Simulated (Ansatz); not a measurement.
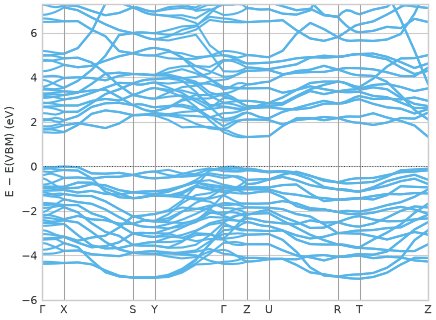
Band structure from DFT-PBE in the program Ansatz with PAW potentials

The gap is 1.30 eV; an edge lies off the plotted path or next to a special point (maximum off the standard path, minimum on the Γ–Z line, 79 % of the way from Γ).

### Question
Pick the material that matches.
(A) ZrS2, Pnnm (Zr on 2a, S on 4g)
(B) Sb2S3, Pnma (Pearson symbol oP20)
(C) Ga2O3, Pnma (Pearson symbol oP20)
(D) LaN, Pnma (La on 4c, N on 4c)

### Answer
B, Sb2S3, Pnma (Pearson symbol oP20)

Symmetry was held in the PBE relaxation. A crystal of weakly bound chains computed without a dispersion correction: the cell and the soft elastic constants depend strongly on that. Spin–orbit coupling is left out wherever it is not named.

Potentials: the later of the program's two PAW sets.
